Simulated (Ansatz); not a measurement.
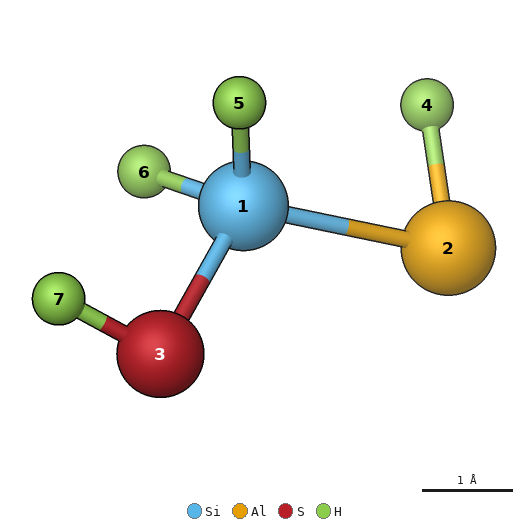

The view is orthographic, and the bar gives the scale. State: charge −1, singlet. The computed structure is the end point of a PBE0-D4/def2-TZVPD optimisation. No frequency run is at hand to confirm it as a minimum.

Reconstruct the coordinates (Å) as seen: x to the right, y up, z towards the viewer, origin at the mean of the atomic positions.

```xyz
7
AlH4SSi
Si  -0.03   0.07  -0.01
Al   2.26  -0.40  -1.07
S   -0.95  -1.58   1.14
H    2.02   1.20  -1.58
H   -0.07   1.22   0.97
H   -1.14   0.45  -0.97
H   -2.09  -0.96   1.52
```
